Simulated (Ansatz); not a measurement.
The relaxed structure here is a generated cell of ZrO2: the first start was made by placing the elements on the sites of a structure type, and the end was not matched to a known phase here, so it may be hypothetical. Known forms of ZrO2 include space group No. 14, 137, 225.

A relaxed structure of ZrO2. Space group P-3 (No. 147). Level of theory: PBE (plane waves to 420 eV, PAW, scalar-relativistic; Ansatz, a program for electronic structure).

```xyz
9
Lattice="5.6049 0.0000 0.0000 -2.8024 4.8539 0.0000 0.0000 0.0000 3.5062" Properties=species:S:1:pos:R:3 pbc="T T T"
Zr     0.0000     0.0000     0.0000
Zr     0.0000     3.2360     0.9315
Zr     2.8024     1.6180     2.5747
O      1.9046     0.3595     0.8672
O      4.3412     1.4697     0.8672
O      2.1615     3.0247     0.8672
O      0.8978     4.4944     2.6390
O     -1.5387     3.3842     2.6390
O      0.6410     1.8292     2.6390
```

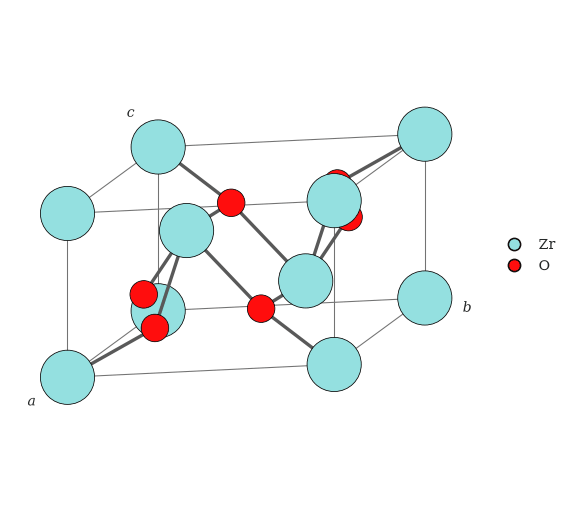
*The conventional cell of the relaxed structure*

```json
{
 "volume_per_atom": "10.60 Å³",
 "density": "6.44 g/cm³",
 "band_gap": "2.11 eV, indirect (valence top at Γ, conduction bottom at M) (no spin-orbit coupling)",
 "smallest_direct_gap": "2.31 eV at Γ",
 "shortest_distances": "O–Zr 2.12 Å; O–O 2.60 Å; Zr–Zr 3.37 Å",
 "k-mesh": "7×7×9"
}
```

Band energies at high-symmetry points (eV from the VBM; labels of this space group; no spin-orbit coupling), from −5 eV up to 5.4 eV:

| point | energies |
|---|---|
| Γ | -4.82 -4.43 -4.40 -4.40 -3.94 -3.28 -3.28 -2.56 -2.56 -2.43 -2.43 -2.38 -2.27 -2.27 -1.35 -0.45 -0.45 0.00 2.31 3.31 3.31 4.44 4.65 4.65 |
| M | -4.97 -4.65 -4.42 -4.39 -3.63 -3.47 -3.40 -3.09 -2.70 -2.56 -2.08 -2.08 -1.71 -1.53 -1.04 -0.95 -0.77 -0.62 2.11 3.25 4.00 4.89 5.05 5.31 5.32 |
| K | -4.79 -4.79 -4.50 -4.41 -3.51 -3.51 -3.31 -3.31 -2.45 -2.45 -2.42 -1.98 -1.42 -1.42 -1.42 -0.95 -0.95 -0.58 2.19 3.85 3.85 4.86 4.91 4.91 |
| A | -4.95 -4.95 -4.05 -4.05 -3.70 -3.57 -3.14 -3.14 -2.60 -2.34 -2.16 -2.16 -1.98 -1.90 -1.52 -1.52 -0.49 -0.49 3.85 3.85 5.15 5.23 |
| L | -4.91 -4.91 -4.63 -4.27 -3.60 -3.42 -3.14 -2.86 -2.17 -1.72 -1.57 -1.41 -1.19 -0.92 -0.85 -0.71 -0.54 4.04 4.25 5.14 |
| H | -4.63 -4.45 -4.45 -2.87 -2.87 -2.24 -1.97 -1.80 -1.80 -1.43 -1.43 -0.91 -0.75 -0.75 -0.56 4.26 4.26 5.12 5.32 |
| H2 | -4.63 -4.45 -4.45 -2.87 -2.87 -2.24 -1.97 -1.80 -1.80 -1.43 -1.43 -0.91 -0.75 -0.75 -0.56 4.26 4.26 5.12 5.32 |

No spin polarisation in the result.

The run could not lose the symmetry of its start, so the end can be a saddle point.
